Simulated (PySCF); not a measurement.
**C5H8O (SMILES COC1(C)[CH][CH-]1) (charge −1, doublet): density, localisation and related maps**

```xyz
14

C     2.0562    0.1189   -0.1273
O     0.9992   -0.7585    0.0556
C    -0.3310   -0.0885   -0.0348
C    -1.3141   -1.1197    0.5025
C    -0.4285    1.3673    0.1925
C    -0.6273    0.8536   -1.1330
H     1.7202    1.1295    0.1759
H     2.9043   -0.2124    0.4853
H     2.3740    0.1646   -1.1820
H    -1.0890   -1.3718    1.5431
H    -2.3274   -0.7199    0.4514
H    -1.2703   -2.0420   -0.0834
H    -1.1313    1.8532    0.8842
H    -1.5358    0.8252   -1.7520
```

Geometry: GFN2-xTB.

These are results of PySCF, UKS B3LYP, pcH-1 on C H O, non-relativistic, mean-field spin-orbit, GIAO, not measurements.

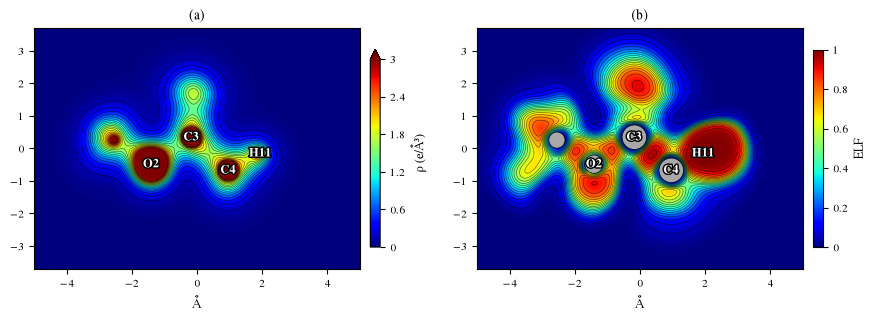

Figure 1. (a) electron density; (b) ELF on the plane of atoms O2, C3 and C4. Grey discs cover the atomic cores in the ELF map.

Read the bonding off the picture.

The plane passes through O, C and H nuclei. C–H (1.09 Å): ρ at the midpoint is about 2 e/Å³; the ELF climbs to about 1 towards the hydrogen, as it does in any bond to H: a covalent bond by its length. C–O (1.49 Å): ρ at the midpoint is about 1.7 e/Å³, with its minimum of 1.5 e/Å³ about 0.6 Å from C; the ELF peaks at about 0.85 between the atoms: a polar covalent bond. C–C (1.52 Å): ρ at the midpoint is about 1.7 e/Å³; the ELF peaks at about 0.95 between the atoms, as expected for a covalent bond. The ELF also peaks beside O2, away from the bonds: non-bonding electrons, paired or unpaired.

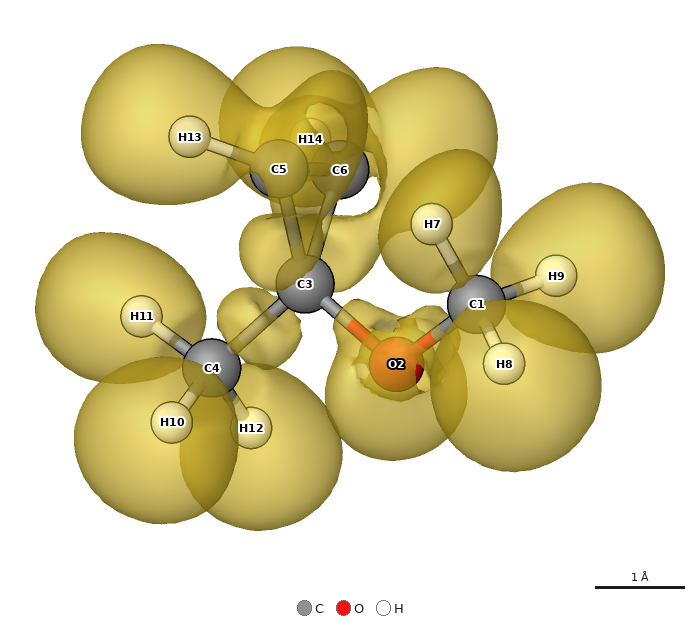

Figure 2. Isosurface of the electron localisation function at 0.75 (yellow), seen at a tilt. Only the valence region is drawn (cores and ρ < 0.01 e/Å³ removed).

Describe the localisation domains.

The ELF exceeds this value in one region between bonded C–C atoms (shared pairs), six regions around hydrogen nuclei, one region on O in which the atom's valence shell and bonds are merged and one joined region spread over several atoms (C, H), in which their bonds and any lone pairs are merged. Profiles from the grid: C–O (1.39 Å): the ELF peaks at about 0.90 between the atoms: a polar covalent bond. C–C (1.44 Å): the ELF peaks at about 0.85 between the atoms; a covalent bond.

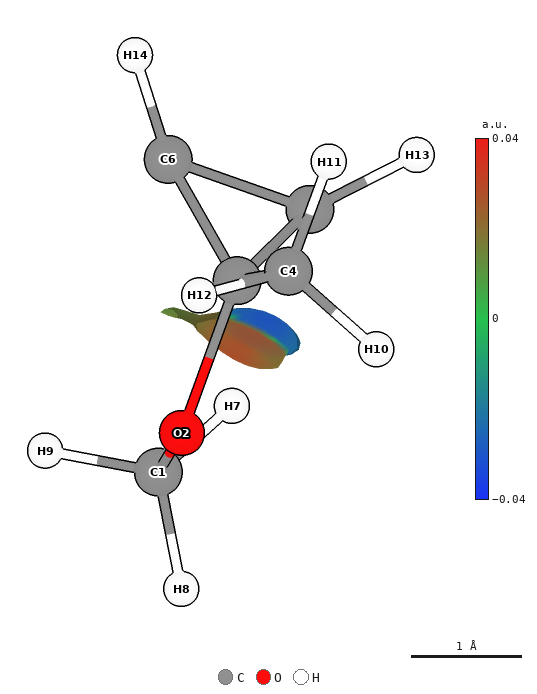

Figure 3. Non-covalent interaction (NCI) plot: the surface where the reduced density gradient is 0.4, for densities under 0.05 a.u., coloured by sign(λ₂)ρ; seen at an oblique angle.

What holds or crowds the atoms apart from the covalent bonds?

H7···C5 (2.2 Å): a weak contact, attractive (blue-green) on one side and crowded (olive to red) on the other.
